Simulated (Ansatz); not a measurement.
# C₂H₉NSi (SMILES CCN[SiH3]): what the fields show

```xyz
13

C    -0.8567    1.7388   -0.3001
C    -0.1934    0.6288    0.4915
N     0.4885   -0.3172   -0.3690
Si    0.7011   -1.9736    0.0211
H    -1.5794    1.3276   -1.0078
H    -1.3727    2.4381    0.3622
H    -0.1142    2.3069   -0.8685
H    -0.9556    0.0799    1.0558
H     0.4832    1.0668    1.2403
H     1.1623    0.1151   -0.9824
H     1.3133   -2.6345   -1.1608
H    -0.6299   -2.5640    0.3281
H     1.5739   -2.2473    1.2045
```

Geometry: PBE0-D4/def2-TZVP.

All numbers below come from RKS PBE0-D4/def2-TZVPP in Ansatz.

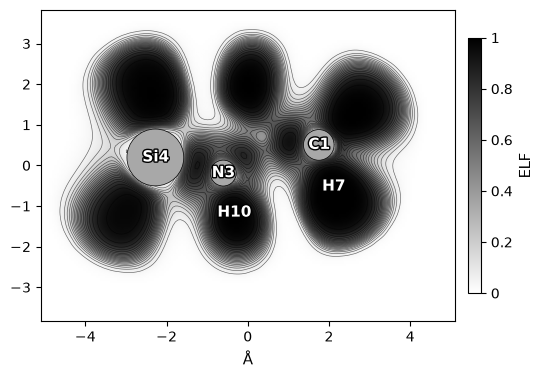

Figure 1. Electron localisation function on the plane of atoms Si4, N3 and H10. Grey discs cover the atomic cores.

Q: Describe what can be read from this map.

A:
- The plane passes through C, N, Si and H nuclei.
- Si–N (1.72 Å): the ELF peaks at about 0.90 between the atoms: a polar covalent bond.
- N–H (1.01 Å): the ELF climbs to about 1 towards the hydrogen, as it does in any bond to H (an ordinary covalent bond to hydrogen).
- C–H (1.09 Å): the ELF climbs to about 1 towards the hydrogen: an ordinary covalent bond to hydrogen.

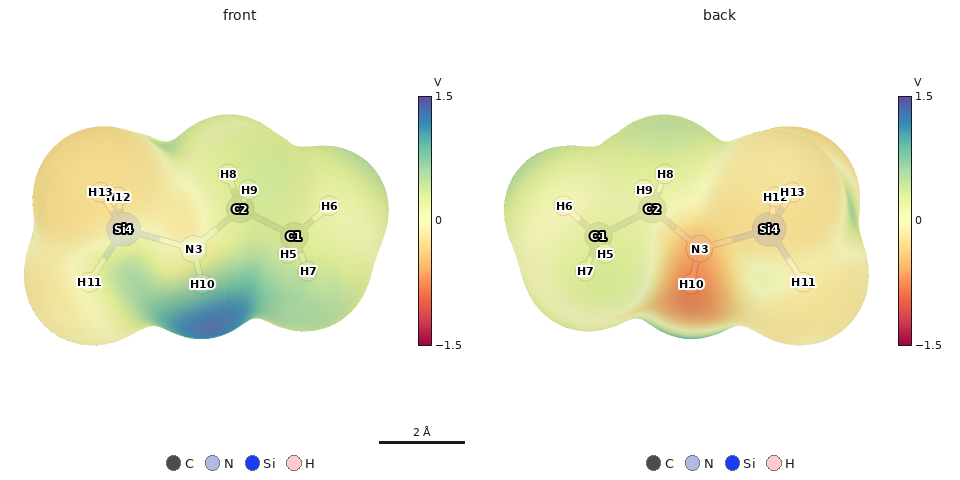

Figure 2. The molecular electrostatic potential painted on the density surface at 0.001 e/bohr³, seen from the front and from behind; the colour scale runs from red (negative) to blue (positive).

Q: Which sites attract a positive test charge, and which a negative one?

A: A positive charge is drawn to the negative regions and a negative charge to the positive ones. The most negative region (about −0.8 V) lies over N3, the most positive (about +1.3 V) over H10.

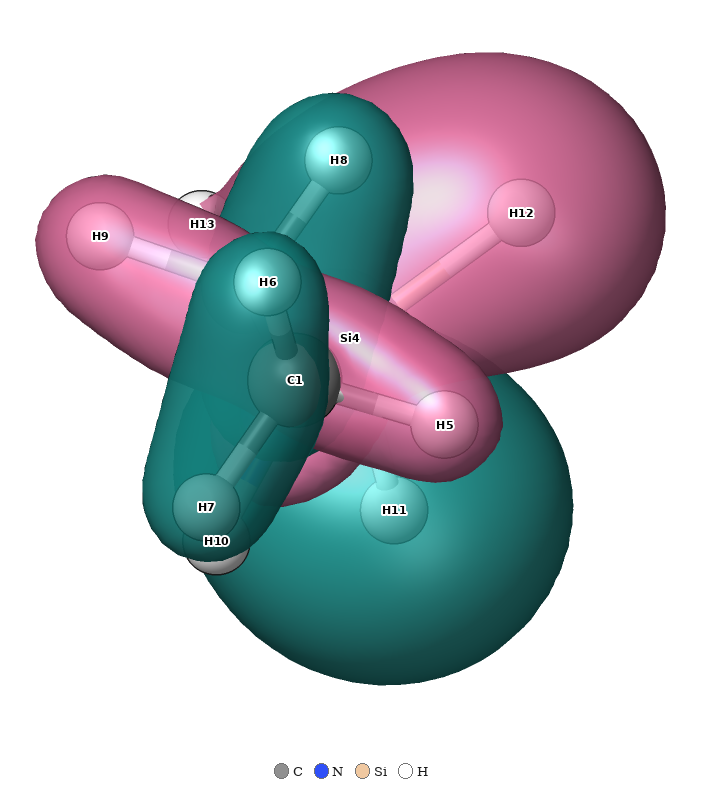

Figure 3. The HOMO−1 at ±0.08 Å⁻³ᐟ² (teal and pink are the two phases), seen at an oblique angle.

Q: What is the character of this orbital?

A: Its weight (Hirshfeld) is mainly on Si4 (about 35 %), H11 (about 30 %) and H12 (about 15 %). Its energy is −9.40 eV.
